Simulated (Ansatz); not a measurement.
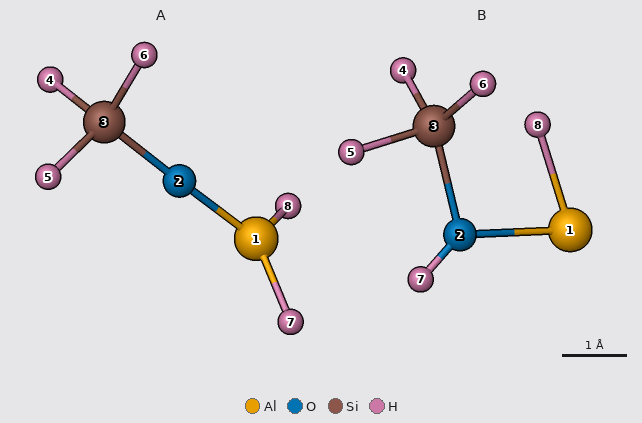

The two relaxed end points of a path for AlSiH$_{5}$O. A ball-and-stick model, seen from a free direction.

All numbers below come from RKS BLYP-D4/def2-SVP (Ansatz 0.2.0).

Run with 9 movable images; climbing image; force threshold 0.05 eV/Å; iteration limit 60.

Start:
```xyz
8

Al    0.5747    0.0854   -0.3403
O     0.1365   -0.2022    1.2911
Si   -0.3597   -0.5010    2.8528
H    -1.5638   -1.4001    2.8598
H     0.7393   -1.1677    3.6295
H    -0.7162    0.7904    3.5316
H     2.1080    0.3486   -0.6594
H    -0.5750    0.0660   -1.4358
```

End:
```xyz
8

Al   -0.0295    0.3102   -0.8107
O     0.9842   -0.2280    0.8191
Si   -0.2419   -0.3662    2.1309
H    -1.1526   -1.5569    2.1119
H     0.8161   -0.7672    3.1636
H    -0.7971    0.9034    2.7029
H     1.9203   -0.4153    1.0367
H    -1.1557    0.1394    0.5749
```

### What barrier does the band find between them, and by what path?

The highest point, image 6, lies 68.3 kcal/mol above the start and 20.0 kcal/mol above the end; the end is at +48.2 kcal/mol relative to the start. A hydrogen atom shifts from one atom to another. Breaking: Al1–H7 (1.59 → 1.76 at the top → 2.78 Å). Forming: O2–H7 (2.83 → 1.29 at the top → 0.98 Å). The band converged in 32 iterations, with a climbing image at the top. At the top, the vibrational analysis gives one imaginary mode (1328i cm⁻¹), as a transition state must have.

Energies of the converged images:

| image | path (Å) | E (kcal/mol) |
| --- | --- | --- |
| 0 | 0.00 | 0.0 |
| 1 | 0.64 | 0.0 |
| 2 | 1.29 | 0.0 |
| 3 | 1.93 | 0.0 |
| 4 | 2.58 | 4.3 |
| 5 | 3.22 | 33.1 |
| 6 | 3.87 | 68.3 |
| 7 | 4.78 | 52.8 |
| 8 | 5.69 | 51.5 |
| 9 | 6.60 | 50.0 |
| 10 | 7.51 | 48.2 |

The geometry at the top of the path:

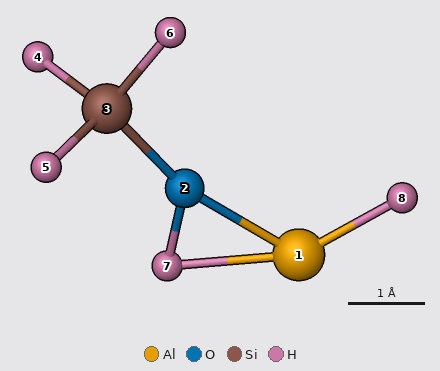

Cost: 8.8 min on 1 thread of Arm Neoverse V1, on a shared host, peak memory 0.15 GiB.
